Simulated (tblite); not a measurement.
Molecular dynamics, with input and output: C5H8Si (part 2 of 2)

The same run, continued: C5H8Si; GFN2-xTB Langevin dynamics, gas phase (tblite 0.8.0). It belongs to a series of runs on one base structure; here: constitutional isomer.

Geometry of the input (Å):
```
C  3.2527  -0.4443  0.3000
C  1.8963  -0.2663  -0.1659
C  0.7619  -0.1160  -0.5460
Si -0.9550  0.1087  -1.1450
C  -2.1376  1.0784  -0.0455
C  -2.3493  -0.4435  -0.0059
H  3.9415  -0.4255  -0.5447
H  3.3493  -1.4008  0.8139
H  3.5180  0.3566  0.9904
H  -1.1452  0.0957  -2.5859
H  -1.7835  1.5276  0.8720
H  -2.9419  1.6551  -0.4815
H  -2.1250  -0.9252  0.9355
H  -3.2829  -0.8008  -0.4184
```

## Trajectory as extended XYZ, continued
```
14
Properties=species:S:1:pos:R:3:forces:R:3 step=21 time_fs=525.0 energy=-445.30428 temperature=268.5
C     3.3748   -0.3789   -0.7203   -0.4532   0.8922  -0.6950
C     1.9024   -0.3436   -0.6518    1.1785   0.3864  -0.2772
C     0.7139   -0.1186   -0.7136    0.3048  -0.5401   0.4705
Si   -1.0529   -0.3313   -0.2817   -0.6451  -0.1980  -0.1673
C    -1.7766   -1.3790    1.1491   -1.9256   2.5156  -1.1446
C    -1.8898   -2.0440   -0.2351    0.8862  -0.4728   0.4262
H     3.8221    0.2587   -1.5046   -0.6935   0.3320   0.2639
H     3.7642   -1.3172   -1.0003   -0.0515  -1.6002  -0.1332
H     3.8532   -0.1180    0.2042   -0.1389   0.2899   0.6346
H    -1.8753    0.7757   -0.8218    0.2095  -0.3026   0.2025
H    -1.2382   -1.6778    1.9757    1.2106  -1.1789   1.0019
H    -2.7153   -0.8875    1.5483    0.7292  -0.7830  -0.5827
H    -1.2896   -2.9837   -0.3296   -0.6696   0.9032  -0.0493
H    -2.8968   -2.1259   -0.6188    0.0586  -0.2437   0.0497
14
Properties=species:S:1:pos:R:3:forces:R:3 step=22 time_fs=550.0 energy=-445.46104 temperature=433.3
C     3.4250   -0.4111   -0.8273   -0.0486   1.0173   0.7288
C     1.9514   -0.3325   -0.6622    2.7081  -0.4537   0.0615
C     0.7672   -0.2694   -0.5239   -2.1642  -0.1365   0.3932
Si   -1.0861   -0.3662   -0.2374    0.3336   0.8205  -0.5219
C    -1.8457   -1.3856    1.1449    0.0309  -0.2332   0.8470
C    -2.0119   -1.9885   -0.2642   -0.7810  -0.2584   0.2389
H     3.6934    0.3279   -1.5901    0.0528   0.0929   0.1979
H     3.7880   -1.3542   -1.2043   -0.3460  -0.4875   0.0369
H     4.0367   -0.1825    0.1201   -1.2411  -0.2089  -1.1486
H    -1.9095    0.7589   -0.7510    0.4227  -0.2752   0.1685
H    -1.1397   -1.8747    1.8425   -0.3138  -0.0157  -0.6791
H    -2.7624   -1.2202    1.7095    0.1375   0.4558  -0.2850
H    -1.5829   -2.9510   -0.3416    0.7494  -0.7393  -0.3588
H    -3.0394   -2.0741   -0.6569    0.4598   0.4218   0.3205
14
Properties=species:S:1:pos:R:3:forces:R:3 step=24 time_fs=600.0 energy=-445.15822 temperature=538.6
C     3.2798   -0.3139   -0.9888    0.8612  -0.7621  -0.5569
C     1.9353   -0.4337   -0.5608   -3.8368  -0.5291   0.7083
C     0.7835   -0.7043   -0.1757    3.1233   1.0771  -1.2308
Si   -0.9732   -0.2260   -0.1399    1.0340   0.8129  -0.0927
C    -1.8562   -1.1442    1.2038   -2.5039   0.4601   0.6418
C    -2.1662   -1.6135   -0.2173   -1.8376  -0.2231  -1.4838
H     3.5733    0.6601   -1.3573   -0.4526   0.2774  -0.4003
H     3.5058   -1.0990   -1.7629    0.0074   0.6992   0.7673
H     3.8608   -0.4227   -0.0957    0.8407  -0.5526   0.4267
H    -1.2718    1.1017   -0.6042   -0.1504   0.2773  -0.0687
H    -1.2215   -1.8306    1.7041    0.0412  -0.4432   0.7510
H    -2.7911   -0.7883    1.7889    1.8071  -0.5837  -0.7549
H    -1.9792   -2.6128   -0.5712    0.3342  -0.2155   0.3306
H    -3.1379   -1.3016   -0.6992    0.7322  -0.2946   0.9623
14
Properties=species:S:1:pos:R:3:forces:R:3 step=25 time_fs=625.0 energy=-445.07202 temperature=332.1
C     3.3770   -0.2195   -1.0359   -1.8263  -0.8091  -0.1260
C     2.0453   -0.5207   -0.4724    2.1894   0.6601  -0.9495
C     0.8800   -0.6028   -0.2431   -2.8022   0.1080   0.2766
Si   -0.9431   -0.1775   -0.1187    0.0951  -0.3742  -0.1299
C    -1.9720   -1.1087    1.1981    0.5353   1.9944   0.3462
C    -2.4153   -1.4369   -0.1692    0.1331   0.1426  -2.6107
H     3.4447    0.8488   -1.0730    0.2068   0.5113  -0.1990
H     3.3663   -0.6719   -2.0375    0.3402   0.2804   0.2276
H     4.1392   -0.6252   -0.4306    0.9257  -0.4444   0.5205
H    -1.1905    1.1874   -0.6244    0.0176  -0.3672   0.3109
H    -1.3821   -1.8451    1.6587    0.0600  -0.6995   1.0704
H    -2.5457   -0.3762    1.7930    0.0006  -1.2284  -0.1222
H    -2.1447   -2.3577   -0.7060   -0.0885  -0.0218   1.0053
H    -3.4031   -1.1547   -0.5369    0.2132   0.2477   0.3798
14
Properties=species:S:1:pos:R:3:forces:R:3 step=26 time_fs=650.0 energy=-445.14375 temperature=600.3
C     3.4774   -0.3273   -1.0223    0.5320  -0.0663   1.8524
C     2.0913   -0.4837   -0.6388    1.5200   0.2105  -0.1183
C     0.9218   -0.4014   -0.4308   -2.3721  -0.2250   0.5230
Si   -0.8920   -0.2346   -0.0543    1.1921   0.1446   0.6260
C    -2.0096   -0.9584    1.3387    1.8739  -1.5668  -3.0482
C    -2.3994   -1.2553   -0.2117   -1.1389  -1.5456   1.1193
H     3.7351    0.7408   -0.8918    0.0289  -0.4927  -0.1412
H     3.5047   -0.5992   -2.0470    0.6221  -0.3208  -0.8362
H     4.1838   -0.9412   -0.3508   -1.0435   0.7336  -1.1501
H    -1.2662    1.1429   -0.1697    0.0255   0.7577  -0.2387
H    -1.6571   -1.8395    1.8582   -0.2915   0.2638   0.2175
H    -2.5918   -0.2588    1.8254   -1.1266   0.6791   0.9847
H    -2.5482   -2.3180   -0.5668    0.5674   1.1742   0.6808
H    -3.3011   -0.7171   -0.4156   -0.3894   0.2538  -0.4708
14
Properties=species:S:1:pos:R:3:forces:R:3 step=28 time_fs=700.0 energy=-445.09309 temperature=614.7
C     3.4912   -0.6833   -1.0236   -1.4210   0.0123  -0.6198
C     2.0305   -0.4007   -0.7985    0.2168  -1.0464  -0.3707
C     0.8185   -0.4845   -0.6445    2.9515  -0.1250  -0.1270
Si   -0.8087   -0.1492    0.0148   -0.5367   1.6083  -0.2717
C    -2.0124   -0.7803    1.2938   -2.0505   0.5577  -0.2740
C    -2.3496   -1.1313   -0.1979   -0.9645   1.2968  -0.1472
H     4.0516    0.1919   -0.7259    0.1658   0.2434  -0.2938
H     3.7508   -1.0275   -2.0800   -0.5501   0.6637   1.3287
H     3.7531   -1.4722   -0.3312    0.0662  -0.3154   0.0570
H    -1.1351    1.2330   -0.4209    0.1639  -0.1119   0.3024
H    -1.8798   -1.6516    1.8966    0.3076  -0.2209   0.3495
H    -2.8322   -0.1132    1.7212    1.4245  -0.6920  -0.2689
H    -2.4064   -2.1427   -0.4880   -0.1723  -0.7854  -0.1466
H    -3.1397   -0.4750   -0.6453    0.3987  -1.0851   0.4820
14
Properties=species:S:1:pos:R:3:forces:R:3 step=29 time_fs=725.0 energy=-444.98601 temperature=430.0
C     3.4022   -0.8131   -0.9562   -1.7028   1.5340  -1.4488
C     1.9869   -0.5961   -0.5915    2.3007  -0.7029  -0.1896
C     0.7931   -0.5624   -0.5264   -0.2987  -0.0283   0.3572
Si   -0.8167    0.0535   -0.0296   -1.0674   0.4482  -0.5761
C    -1.9297   -0.7679    1.2119    0.9262   0.1499   2.3013
C    -2.2436   -1.2385   -0.1373    0.0664  -0.5172  -3.6084
H     3.8846    0.1906   -0.8393   -0.0171  -1.0810  -0.2019
H     3.3167   -1.1181   -2.0289    0.5421   0.4742   0.5243
H     3.8903   -1.6046   -0.4628    0.4156  -0.5541   0.9276
H    -0.9764    1.4334   -0.4117   -0.1969   0.2538   0.0009
H    -1.3813   -1.4457    1.8755   -0.5804  -0.0972  -0.1217
H    -2.5861   -0.1214    1.7861   -0.2709  -0.3329  -0.2941
H    -1.7312   -2.2034   -0.5249   -1.5237   1.2766   0.9741
H    -3.1900   -0.9350   -0.7223    1.4069  -0.8230   1.3552
14
Properties=species:S:1:pos:R:3:forces:R:3 step=30 time_fs=750.0 energy=-445.32832 temperature=577.6
C     3.4140   -1.0781   -0.8784   -1.2125   0.7255  -0.0909
C     2.0238   -0.7869   -0.5129    0.2360   0.3925   0.1727
C     0.9065   -0.4389   -0.2146   -1.4758   0.7276  -0.1504
Si   -0.9136    0.2029   -0.0817    1.4574  -1.0108   0.6989
C    -1.8683   -0.7446    1.2741    1.0407  -0.2320  -0.2977
C    -2.0970   -1.2638   -0.1778    1.8274  -0.7906   1.4487
H     4.0715   -0.2552   -0.5414   -0.3020  -0.5285  -0.4703
H     3.3605   -1.2543   -1.9476    0.5088   0.5123  -0.3553
H     3.7045   -2.0114   -0.4809    0.4923  -0.9004   0.8529
H    -1.3705    1.5934   -0.2154    0.2775  -0.3094  -0.2554
H    -1.3648   -1.3688    2.0404   -0.3550   0.2322  -0.8984
H    -2.7183   -0.2743    1.6965   -0.6135   0.3641   0.3458
H    -1.7256   -2.3042   -0.2999   -0.4374   0.9526  -0.3168
H    -3.0618   -1.0617   -0.5020   -1.4440  -0.1349  -0.6837
14
Properties=species:S:1:pos:R:3:forces:R:3 step=31 time_fs=775.0 energy=-444.93814 temperature=300.4
C     3.2677   -1.1807   -0.7187    0.8438  -1.8087   0.3404
C     1.9153   -0.8662   -0.4955   -1.5089   1.2552   0.1072
C     0.9357   -0.3011   -0.0585    0.3548  -0.5764  -0.5824
Si   -0.8098    0.1789   -0.0653   -1.4820  -0.4448  -0.1187
C    -1.7779   -0.6956    1.2830   -2.3555   0.1533  -1.0966
C    -2.1134   -1.2670   -0.2020    0.8080   2.8387   1.7805
H     3.7957   -0.4993   -0.0637    0.7651   0.1589  -0.4389
H     3.5749   -1.2374   -1.7794   -0.1093   0.3948   0.6993
H     3.3681   -2.1972   -0.2728    0.4565   0.3155  -0.3868
H    -1.0068    1.4796   -0.7342   -0.1408  -0.3000   0.3302
H    -1.3700   -1.4922    1.8412    0.7931  -0.3450   0.7174
H    -2.7367   -0.4021    1.7620    0.9708   0.4650  -0.1617
H    -1.7787   -2.2270   -0.1235    0.7549  -2.3622  -0.8436
H    -3.1461   -1.1850   -0.4677   -0.1505   0.2557  -0.3463
14
Properties=species:S:1:pos:R:3:forces:R:3 step=32 time_fs=800.0 energy=-445.28483 temperature=551.4
C     3.3701   -1.3204   -0.5958    0.1114  -1.8279   0.7829
C     2.0281   -0.8285   -0.3948    0.5214  -0.2424  -0.5172
C     0.9740   -0.3113   -0.1335   -0.3729  -0.0029  -0.0593
Si   -0.7971    0.0921   -0.0031    0.0996   1.8417   0.2211
C    -1.8451   -0.7690    1.2945   -2.0931   0.7728  -0.4241
C    -2.0605   -1.2261   -0.1622   -1.9908   1.1450  -0.6344
H     3.9682   -0.7806    0.1221    0.6360   0.3226  -0.1332
H     3.7688   -1.2897   -1.6226   -0.3977   0.2629   0.5211
H     3.4393   -2.4183   -0.2337   -0.2878   1.3999  -0.6694
H    -1.3775    1.4343   -0.2750    0.5206  -0.3437  -0.0456
H    -1.3571   -1.4862    1.8734    0.4229  -0.9224   0.9962
H    -2.8144   -0.3749    1.7615    1.7118  -0.3912  -0.4617
H    -1.8143   -2.2030   -0.4678   -0.0972  -0.8834  -0.1279
H    -3.0252   -0.7986   -0.6069    1.2157  -1.1311   0.5513
14
Properties=species:S:1:pos:R:3:forces:R:3 step=34 time_fs=850.0 energy=-445.23112 temperature=492.8
C     3.4174   -1.3340   -0.2663    2.6370   2.0066   1.0830
C     2.1084   -0.8023   -0.2875   -0.3834  -0.2290   0.6386
C     0.9357   -0.5542   -0.1860    0.9364  -0.1084  -0.1123
Si   -0.7204    0.0468    0.0836   -0.6517   1.3538   1.2653
C    -1.8205   -0.9569    1.3016    1.2365  -0.7383  -1.6666
C    -2.0719   -1.1338   -0.2725    0.8777  -1.2998   1.4982
H     4.0506   -1.1047    0.7052   -1.5189  -0.3009  -1.4213
H     4.0025   -0.8483   -1.0580    0.0046  -0.1185  -0.0656
H     3.4442   -2.3626   -0.4185   -0.1105  -1.7391  -0.2060
H    -0.8458    1.5182    0.1892   -0.0532  -0.3946  -0.2548
H    -1.3270   -1.8099    1.8097   -0.4458   0.4335  -0.6039
H    -2.6214   -0.6049    1.8888   -0.6514   0.5553   0.2988
H    -1.8940   -2.1328   -0.6532   -0.0218   0.1518  -0.0437
H    -2.9070   -0.6795   -0.6750   -1.8556   0.4275  -0.4098
14
Properties=species:S:1:pos:R:3:forces:R:3 step=35 time_fs=875.0 energy=-444.94570 temperature=374.0
C     3.5262   -1.2478   -0.3124   -0.2479  -0.4970   0.2251
C     2.0768   -1.0700   -0.2479    0.2107   1.5446  -0.3413
C     0.9916   -0.5417   -0.1165   -0.4306   0.1236  -0.1110
Si   -0.7353    0.1673    0.1502   -0.7179  -1.2005  -0.4825
C    -1.7175   -1.1240    1.1542   -1.1103   1.6801  -0.4848
C    -2.1653   -1.0816   -0.4283    0.2247   0.8429   3.3171
H     3.9192   -0.9678    0.6459    0.2360   0.4406   0.6343
H     4.1416   -0.7486   -1.0725   -0.8961   0.0964  -0.0530
H     3.7148   -2.2972   -0.3713    0.2363  -0.9269  -0.3399
H    -0.9719    1.6762    0.0637    0.2618  -1.1788   0.1165
H    -1.2863   -1.9768    1.6288    0.4348  -0.5657  -0.4419
H    -2.4754   -0.7568    1.8976    0.4416  -0.1174  -1.0127
H    -2.0120   -2.0299   -0.8497    0.6964  -0.8432  -0.8079
H    -3.2501   -0.9000   -0.4647    0.6606   0.6013  -0.2180
14
Properties=species:S:1:pos:R:3:forces:R:3 step=36 time_fs=900.0 energy=-445.17794 temperature=416.0
C     3.4303   -1.2538   -0.3401    0.9235  -2.1171  -1.1127
C     2.0441   -1.0001   -0.1761    1.8751  -0.3198  -0.6274
C     1.0017   -0.4381   -0.1437   -1.4098   0.7007   0.0454
Si   -0.6622    0.1414    0.1587   -0.9983   0.6111   1.1979
C    -1.7852   -1.1746    1.0075   -0.0479   0.4942  -0.0978
C    -2.0528   -0.8372   -0.5070   -2.6207  -0.8388   0.2265
H     3.9354   -0.7837    0.4420    0.9175   0.6135   1.4979
H     3.9014   -0.8636   -1.2559   -0.6461  -0.1055  -0.0200
H     3.6574   -2.3598   -0.3057   -0.2483   0.9621  -0.0038
H    -0.9886    1.5550    0.3453    0.2514  -0.1015   0.0352
H    -1.3500   -2.1377    1.1535    0.5893  -0.5480  -0.2503
H    -2.5140   -1.1191    1.8505    0.2261   0.7706  -1.1686
H    -1.9677   -1.7160   -1.1797   -0.1720   0.8458   0.4139
H    -3.0411   -0.2717   -0.6284    1.3602  -0.9671  -0.1362
14
Properties=species:S:1:pos:R:3:forces:R:3 step=38 time_fs=950.0 energy=-445.23615 temperature=395.5
C     3.5094   -1.4425   -0.2895   -0.5129   0.8530  -1.4178
C     2.2537   -0.6829   -0.1829   -1.2693  -0.3275   0.1761
C     1.0720   -0.4051   -0.0047    0.5073   0.1959  -0.0759
Si   -0.7143    0.1612    0.2951    1.3281   0.8233   0.3534
C    -1.9911   -1.1414    0.7037    0.5143  -2.0687   1.8370
C    -2.1449   -0.6050   -0.6545   -0.1038   1.8852  -0.0941
H     4.2985   -1.0425    0.2886    0.4311   0.3169   1.3327
H     3.9951   -1.4278   -1.2825   -0.8211   0.0685  -0.1443
H     3.2548   -2.4538   -0.0683    0.1207  -0.7014   0.3969
H    -1.1084    1.5182    0.8609    0.5352  -0.8464  -0.3680
H    -1.6927   -2.2187    0.8232   -0.1910   1.0395  -0.3758
H    -2.7733   -0.9545    1.4089   -0.3622   0.2534   0.2863
H    -1.9255   -1.2364   -1.4342    0.1030  -1.2072  -1.6708
H    -2.9584    0.0880   -0.8078   -0.2794  -0.2845  -0.2358
14
Properties=species:S:1:pos:R:3:forces:R:3 step=39 time_fs=975.0 energy=-445.32776 temperature=305.3
C     3.4154   -1.3565   -0.1735    1.0621   0.6498   1.0223
C     2.1837   -0.6699   -0.0414    1.1258  -0.0795  -0.4933
C     1.0294   -0.4015    0.0311   -0.9025   0.2066  -0.0880
Si   -0.6551    0.0617    0.4049   -0.5386   0.3910  -0.2984
C    -1.9635   -1.2448    0.6137    0.3352  -0.6444  -0.0593
C    -2.0711   -0.4829   -0.7097   -0.0634  -0.1990  -0.4008
H     4.1533   -1.0130    0.5537   -0.1621  -0.0664   0.4542
H     3.9485   -1.2795   -1.0788    0.0538   0.1752  -1.4848
H     3.1228   -2.3482    0.0163    0.2301  -1.5778   0.2314
H    -0.6142    1.3431    1.0315   -0.3272   0.5534   0.3952
H    -1.7342   -2.3066    0.4701   -0.1249   0.4250   0.3562
H    -2.6721   -1.0572    1.3767   -0.7887  -0.0770   0.4287
H    -1.8190   -1.1929   -1.5028   -0.2650   0.6879  -0.1611
H    -2.9435    0.1490   -0.9141    0.3654  -0.4448   0.0976
14
Properties=species:S:1:pos:R:3:forces:R:3 step=40 time_fs=1000.0 energy=-445.35482 temperature=271.7
C     3.5091   -1.2904    0.0134    1.1122  -0.3741   1.5398
C     2.1597   -0.8176    0.0393   -1.2674   0.5234  -0.4240
C     1.0042   -0.4439   -0.0597   -0.2904   0.1504   0.9497
Si   -0.7494    0.0962    0.4635    0.7310  -1.1209  -0.3518
C    -2.0143   -1.3663    0.5267   -0.8601   2.5257   0.0229
C    -2.0366   -0.4458   -0.7715   -0.9872  -0.7202   0.9182
H     4.0753   -0.8637    0.8844   -0.5841  -0.1762  -0.3466
H     4.1233   -0.9998   -0.8245   -0.2988  -0.0955  -0.6187
H     3.5284   -2.3860    0.1835   -0.0207   0.4727  -0.4109
H    -1.0170    1.2444    1.3130    0.1931   0.0341  -0.0213
H    -1.7423   -2.3747    0.4558    0.3051  -0.9894  -0.1858
H    -2.9762   -1.2056    1.1194    1.4780  -0.3999  -0.6462
H    -1.7988   -0.8856   -1.7259    0.0591  -0.1252   0.0327
H    -3.0233    0.0181   -0.7675    0.4302   0.2950  -0.4582
```

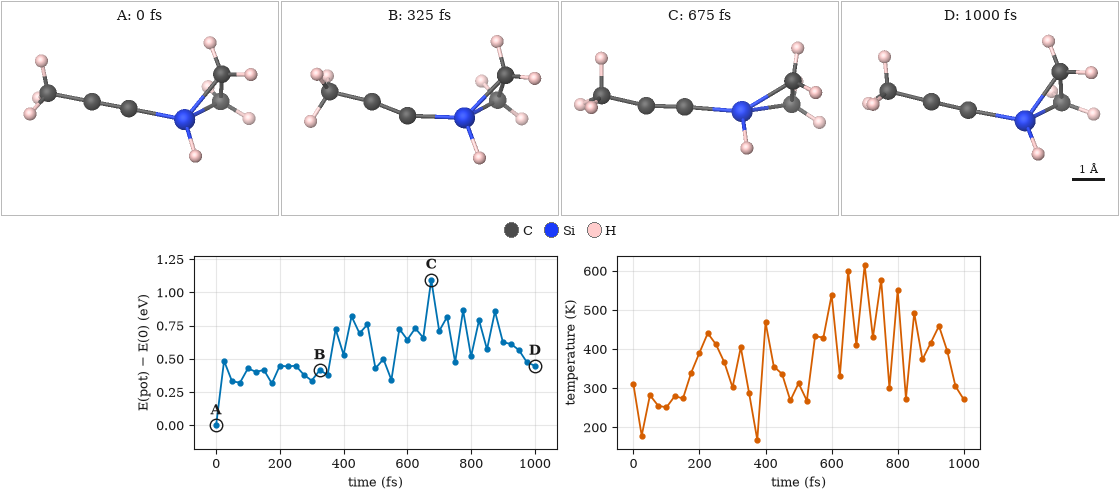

Figure 1. Frames of the molecular dynamics (ball-and-stick, seen at a tilt) above the curves, on which the letters mark them. The trajectory kept here has 41 frames over 1000 fs. The temperature starts at 310 K, ranges from 168 to 615 K and averages 418 K over the second half. The potential energy ends 0.448 eV above its first value. After an unweighted best fit of the last frame on the first, the root-mean-square displacement is 0.22 Å, and H8 has moved furthest (0.41 Å).

## Results in brief

| quantity | value |
| --- | --- |
| outcome | finished |
| mean temperature over the second half | 418 K |
| trajectory | 41 frames kept, 1000 fs |
| hardware | 1 CPU thread, shared host |
| wall time | 33 s |
| peak memory | 0.19 GiB |
